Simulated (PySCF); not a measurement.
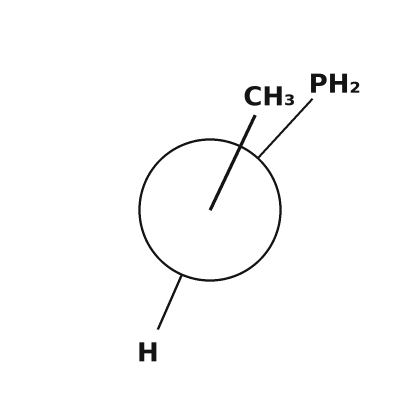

A Newman projection along the O–B bond, oxygen in front; angles are drawn as computed, but eclipsed bonds slightly apart. Computed geometry: PBE0-D3(BJ)/def2-SVP optimisation. No frequency run is at hand to confirm it as a minimum.

> Which molecule is it?

CH6BOP, COBP

> What is the torsion angle from the front CH3 to the back PH2? The sign is positive where the front bond must turn clockwise to cover the back bond.

4°, synperiplanar (eclipsed).
